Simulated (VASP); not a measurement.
Band structure of SiC (6h). These are PBE GGA, VASP's PBE PAW potentials (set 64) (plane waves; VASP) values and carry that method's errors.

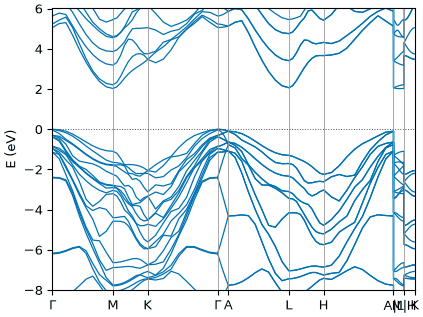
Fig. 1. Bands along high-symmetry lines, zero at the valence-band maximum or, without a gap, the Fermi level

**Question.** Read the plot: is there a gap, and where are the band edges?

**Answer.** The gap is indirect, 2.02 eV, from the valence maximum at Γ to the conduction minimum at L-M at 0.56. (Edges off the drawn lines would not show.)

The compound is SiC in the 6h structure. It was relaxed first.
